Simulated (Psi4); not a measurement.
# HF/3-21G run of SiH2Br2 (dibromosilane)

What is the vertical ionisation energy of SiH2Br2 (dibromosilane) at HF/3-21G? 

The results are computed with Psi4 1.11.

## (1) The structure to begin with

The species is SiH2Br2 (5 atoms), meant as a singlet with charge 0. As SMILES, `Br[SiH2]Br`. The coordinates come from a PBE0-D4/def2-TZVP relaxation.

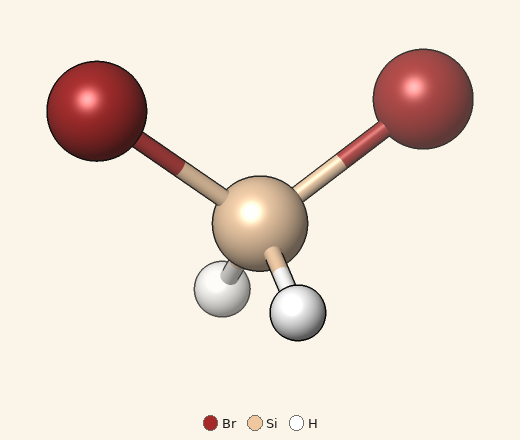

Viewed from a chosen angle; bromine red, silicon light orange, hydrogen white.

## (2) Energy and forces at HF/3-21G

Contents of calc.in:

```
memory 1.6 GB

molecule geom {
  0 1
  Br    -3.16092599    -2.34191869     0.68466667
  Si     0.29901136    -0.08747542     0.10333022
  Br    -0.55854635     3.42826555    -1.96911352
  H      2.08518050    -1.59347376    -1.42052603
  H      1.33526158     0.59458343     2.60164265
  units au
  symmetry c1
}

set puream true
set e_convergence 1e-09
set d_convergence 1e-08
set scf_type pk

e, wfn = gradient('scf/3-21G', return_wfn=True)
oeprop(wfn, 'QUADRUPOLE', 'LOWDIN_CHARGES', 'WIBERG_LOWDIN_INDICES', title='SCF')
print_variables()
```

Run with:

```console
psi4 -i calc.in -o calc.out -n 1
```

calc.out:

```text
[...]
  Running in c1 symmetry.
[...]
  Nuclear repulsion =  448.279263033294001
[...]
  Multiplicity = 1
[...]
  Nalpha       = 43
  Nbeta        = 43
[...]
    Number of basis functions: 61
[...]
   @RHF iter   1: -5408.55977737870762   -3.03338e+00   8.60802e-03 DIIS/ADIIS
[...]
   @RHF iter   9: -5408.70482476775760    4.54747e-12   2.39600e-09 DIIS
[...]
    Orbital Energies [Eh]
    ---------------------
    Doubly Occupied:
       1A   -486.782564     2A   -486.782545     3A    -68.388313
       4A    -64.791751     5A    -64.791669     6A    -57.979644
       7A    -57.979561     8A    -57.978243     9A    -57.978203
      10A    -57.978066    11A    -57.978058    12A     -9.788284
      13A     -9.788268    14A     -7.369084    15A     -7.369069
      16A     -7.360191    17A     -7.360176    18A     -7.359952
      19A     -7.359936    20A     -6.203121    21A     -4.299303
      22A     -4.297862    23A     -4.296731    24A     -3.097449
      25A     -3.097134    26A     -3.093987    27A     -3.093969
      28A     -3.093887    29A     -3.093412    30A     -3.084529
      31A     -3.084528    32A     -3.084514    33A     -3.084512
      34A     -1.053514    35A     -1.016865    36A     -0.739808
[...]
  @RHF Final Energy: -5408.70482476775760
   => Energetics <=
    Nuclear Repulsion Energy =            448.2792630332940007
    One-Electron Energy =               -8435.4280131334126054
    Two-Electron Energy =                2578.4439253323603225
    Total Energy =                      -5408.7048247677576001
[...]
  -Total Gradient:
     Atom            X                  Y                   Z
    ------   -----------------  -----------------  -----------------
       1        0.028877722657     0.020708592001    -0.005881230827
       2       -0.035329229609     0.010317303141    -0.012200377959
       3        0.005664077146    -0.030818634502     0.017821433891
       4        0.000773458783    -0.001211612646    -0.001906784266
       5        0.000013970769     0.001004352029     0.002166959158
[...]
 Multipole Moments:
 ------------------------------------------------------------------------------------
     Multipole            Electronic (a.u.)      Nuclear  (a.u.)        Total (a.u.)
 ------------------------------------------------------------------------------------
 L = 1.  Multiply by 2.5417464519 to convert [e a0] to [Debye]
 Dipole X            :         -5.6551957            6.4150283            0.7598326
 Dipole Y            :          1.6515549           -1.8737448           -0.2221899
 Dipole Z            :         -1.9528232            2.2153550            0.2625318
 Magnitude           :                                                    0.8340485
 L = 2.  Multiply by 1.3450342976 to convert [e a0^2] to [Debye ang]
 Quadrupole XX       :       -231.9111564          193.7762687          -38.1348877
 Quadrupole XY       :       -241.7196463          240.0611887           -1.6584577
[...]
```

Run time: 3.9 s. Hardware: 1 thread of Intel Xeon Platinum 8259CL at 2.50GHz (Skylake/Cascade Lake), shared host; peak memory 0.22 GiB.

## (3) The doublet cation

Contents of br2h2si.json:

```json
{
 "schema_name": "qcschema_input",
 "schema_version": 1,
 "molecule": {
  "schema_name": "qcschema_molecule",
  "schema_version": 2,
  "symbols": ["Br", "Si", "Br", "H", "H"],
  "geometry": [-3.16092599, -2.34191869, 0.68466667, 0.29901136, -0.08747542, 0.10333022, -0.55854635, 3.42826555, -1.96911352, 2.0851805, -1.59347376, -1.42052603, 1.33526158, 0.59458343, 2.60164265],
  "molecular_charge": 1,
  "molecular_multiplicity": 2,
  "fix_symmetry": "c1"
 },
 "driver": "gradient",
 "model": {
  "method": "hf",
  "basis": "3-21G"
 },
 "keywords": {
  "reference": "uhf",
  "puream": true,
  "e_convergence": 1e-09,
  "d_convergence": 1e-08,
  "scf_type": "pk",
  "maxiter": 100
 }
}
```

Run with:

```console
psi4 --qcschema br2h2si.json -n 1 --memory 1600MB
```

stdout, shortened:

```text
[...]
  Running in c1 symmetry.
[...]
  Nuclear repulsion =  448.279263033294001
[...]
  Multiplicity = 2
[...]
  Nalpha       = 43
  Nbeta        = 42
[...]
    Number of basis functions: 61
[...]
   @UHF iter   1: -5408.11412864178692   -2.58774e+00   8.67930e-03 DIIS/ADIIS
[...]
   @UHF iter  16: -5408.29796908499338   -9.09495e-13   6.94036e-09 DIIS
[...]
   @S^2 Observed:                7.642165130E-01
[...]
  @UHF Final Energy: -5408.29796908499338
   => Energetics <=
    Nuclear Repulsion Energy =            448.2792630332940007
    One-Electron Energy =               -8414.3258577513952332
    Two-Electron Energy =                2557.7486256331076220
    Total Energy =                      -5408.2979690849933831
  UHF NO Occupations:
  HONO-2 :   41  A 1.9980074
  HONO-1 :   42  A 1.9965388
[...]
 Multipole Moments:
 ------------------------------------------------------------------------------------
     Multipole            Electronic (a.u.)      Nuclear  (a.u.)        Total (a.u.)
 ------------------------------------------------------------------------------------
 L = 1.  Multiply by 2.5417464519 to convert [e a0] to [Debye]
 Dipole X            :         -5.1827551            6.4150283            1.2322733
 Dipole Y            :          1.5133600           -1.8737448           -0.3603848
 Dipole Z            :         -1.7895564            2.2153550            0.4257987
 Magnitude           :                                                    1.3526563
[...]
  -Total Gradient:
     Atom            X                  Y                   Z
    ------   -----------------  -----------------  -----------------
       1        0.028107071825     0.022060934318    -0.006760859571
       2       -0.032452404305     0.009475440776    -0.011204709344
       3        0.003992176863    -0.031452352912     0.017854217386
       4       -0.000389085217     0.001608327724     0.003089264345
       5        0.000742240581    -0.001692349885    -0.002977912820
[...]
```

The result, in JSON:

```text
{
 "driver": "gradient",
 "model": {
  "method": "hf",
  "basis": "3-21G"
 },
 "success": true,
 "return_result": [0.028107071824608768, 0.02206093431798535, -0.00676085957071066, -0.032452404304553886, 0.009475440776470934, -0.011204709343550123, 0.003992176863071947, -0.031452352911775894, 0.01785421738647469, -0.0003890852173983328, 0.0016083277237835952, 0.0030892643448991453, 0.0007422405811013666, -0.0016923498847360094, -0.0029779128196214255],
 "properties": {
  "calcinfo_nbasis": 61,
  "calcinfo_nmo": 61,
  "calcinfo_nalpha": 43,
  "calcinfo_nbeta": 42,
  "calcinfo_natom": 5,
  "nuclear_repulsion_energy": 448.279263033294,
  "return_energy": -5408.297969084993,
  "return_gradient": [0.028107071824608768, 0.02206093431798535, -0.00676085957071066, -0.032452404304553886, 0.009475440776470934, -0.011204709343550123, 0.003992176863071947, -0.031452352911775894, 0.01785421738647469, -0.0003890852173983328, 0.0016083277237835952, 0.0030892643448991453, 0.0007422405811013666, -0.0016923498847360094, -0.0029779128196214255],
  "scf_one_electron_energy": -8414.325857751395,
  "scf_two_electron_energy": 2557.7486256331076,
  "scf_dipole_moment": [1.2322732671965095, -0.3603847554894575, 0.4257986532894442],
  "scf_total_energy": -5408.297969084993,
  "scf_total_gradient": [0.028107071824608768, 0.02206093431798535, -0.00676085957071066, -0.032452404304553886, 0.009475440776470934, -0.011204709343550123, 0.003992176863071947, -0.031452352911775894, 0.01785421738647469, -0.0003890852173983328, 0.0016083277237835952, 0.0030892643448991453, 0.0007422405811013666, -0.0016923498847360094, -0.0029779128196214255],
  "scf_iterations": 16
 }
}
```

It took 4.5 s on 1 thread of Intel Xeon Platinum 8259CL at 2.50GHz (Skylake/Cascade Lake), shared host; peak memory 0.22 GiB.

## (4) Results

At HF/3-21G:

| quantity | value |
| --- | --- |
| singlet SiH2Br2: total energy | -5408.70482 Eh |
| singlet SiH2Br2: dipole moment | 2.12 D |
| singlet SiH2Br2: HOMO energy | -11.34 eV |
| singlet SiH2Br2: LUMO energy | 2.85 eV |
| singlet SiH2Br2: HOMO–LUMO gap | 14.20 eV |
| singlet SiH2Br2: largest force on an atom | 1.994 eV/Å |
| doublet cation: total energy | -5408.29797 Eh |
| doublet cation: HOMO energy (highest over α and β) | -14.84 eV |
| doublet cation: LUMO energy (lowest over α and β) | -10.68 eV |
| doublet cation: ⟨S²⟩ | 0.764 |
| doublet cation: largest force on an atom | 1.871 eV/Å |
| vertical ionisation energy (to the doublet cation) | 11.071 eV |

**Reading.** Removing an electron at fixed nuclei costs 11.07 eV (1068 kJ/mol). The largest force (singlet SiH2Br2) is 1.99 eV/Å: the shape isn't a stationary point for this species at this level. The negative HOMO energy of the first species, 11.34 eV, lies 0.27 eV above that difference.
